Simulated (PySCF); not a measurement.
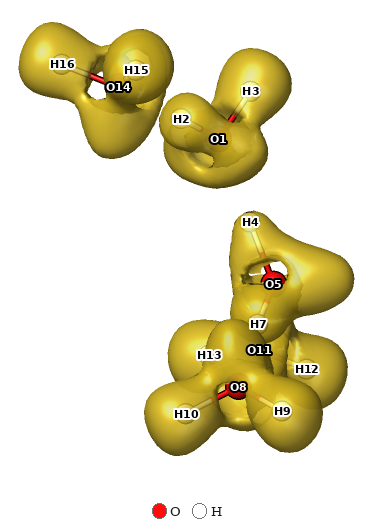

*H$_{11}$O$_{5}$ (charge +1). Isosurface of the ELF at 0.8 (yellow), seen at an oblique angle. Core shells and regions of very low density are left out.*

Geometry: PBE0-D3(BJ)/def2-SVPD.

Computed with wB97M-D3(BJ)/def2-SVPD, SCF density, gas phase (PySCF 2.14.0).

```xyz
16

O     0.3676   -0.1016   -0.5915
H    -0.5671   -0.3920   -0.7320
H     0.5288    0.6775   -1.1309
H     1.1050   -0.3432    0.5787
O     1.6864   -0.5175    1.4397
H     2.5964   -0.9032    1.2570
H     1.2071   -0.9911    2.1830
O     0.4568   -1.6437    3.3911
H     0.3260   -1.2014    4.2357
H     0.1703   -2.5562    3.4945
O     4.0433   -1.4321    1.0246
H     4.8402   -0.9794    1.3177
H     4.3157   -2.1956    0.5068
O    -2.1262   -0.8959   -0.9363
H    -2.9084   -0.4482   -0.6000
H    -2.4218   -1.4919   -1.6311
```

Question: What do the ELF domains correspond to?

Answer: The ELF exceeds this value in five joined regions spread over several atoms (H, O), in which their bonds and any lone pairs are merged.

Values along the shortest contacts:
O1···H4 (1.40 Å): the ELF peaks at about 0.90 between the atoms. O–H (0.96 Å): the ELF climbs to about 1 towards the hydrogen, as it does in any bond to H; a covalent bond by its length.
